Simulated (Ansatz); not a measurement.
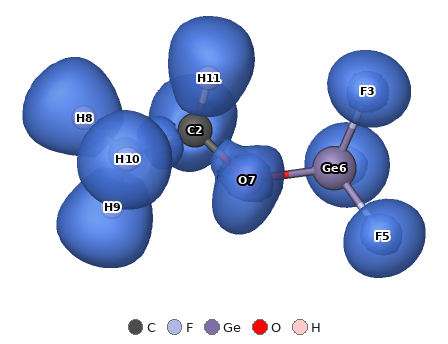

Figure. C$_{2}$H$_{5}$F$_{3}$GeO (SMILES CC[O][Ge]([F])([F])[F]). Isosurface of the electron localisation function at 0.75 (blue), seen at an oblique angle. Only the valence region is drawn (cores and ρ < 0.01 e/Å³ removed).

Geometry: PBE0-D4/def2-SVP.

The calculation used Ansatz, isolated molecule in a Gaussian basis; Kohn-Sham density functional theory, functional PBE0.

```xyz
12

C     1.1363    0.2420    1.6084
C    -0.0251    0.3452    0.6539
F    -1.1617    1.0081   -2.5037
F    -2.3305   -1.1940   -1.3807
F    -0.1474   -1.5083   -3.0502
Ge   -0.8208   -0.5282   -1.8326
O     0.2794   -0.4329   -0.5060
H     0.9366    0.8297    2.5167
H     1.3051   -0.8049    1.8996
H     2.0558    0.6228    1.1407
H    -0.1998    1.3965    0.3643
H    -0.9510   -0.0312    1.1238
```

Question: Identify the bonds, lone pairs and shells in this picture.

Answer: The surface consists of one region between bonded C–C atoms (shared pairs), five regions around hydrogen nuclei, one region on O in which the atom's valence shell and bonds are merged and three regions wrapped around F (the valence shell of each). Along the contacts the grid gives the following. C–O (1.43 Å): the ELF peaks at about 0.90 between the atoms; a polar covalent bond. C–C (1.51 Å): the ELF peaks at about 0.95 between the atoms: a covalent bond.
